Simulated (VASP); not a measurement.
Band structure of InAs (zinc blende). Level of theory: PBE GGA with spin-orbit coupling, VASP's PBE PAW potentials (set 64) (plane waves; VASP).

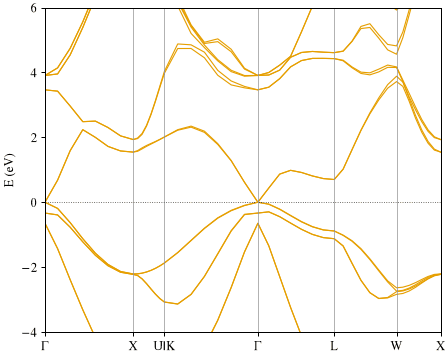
Fig. 1. Bands along high-symmetry lines, zero at the valence-band maximum or, without a gap, the Fermi level

Q: Read the plot: is there a gap, and where are the band edges?

A: It has no gap at this level: it comes out as a metal or semimetal.

The compound is InAs in the zinc blende structure. It was relaxed first, which changed the volume by +6 %.
